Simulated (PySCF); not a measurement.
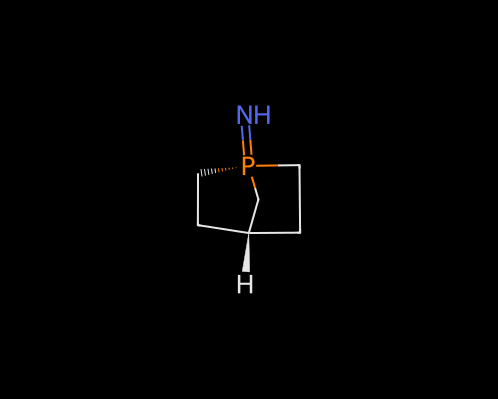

The computed structure is the end point of a GFN2-xTB optimisation. No frequency run is at hand to confirm it as a minimum. Level of theory: PBE0/pcSseg-1, gas phase (PySCF 2.14.0).

Predict the main results.

The species is C₆H₁₂NP (`N=[P@]12CC[C@H](CC1)C2`).
- dipole moment: 3.51 D
- HOMO energy (Kohn–Sham orbital): −6.15 eV
- LUMO energy (Kohn–Sham orbital): 0.92 eV
- HOMO–LUMO gap: 7.06 eV

The geometry is semi-empirical. Around P such bond lengths and angles can be off by a tenth of an ångström or more and by several degrees, and values that hang on the shape move with them.
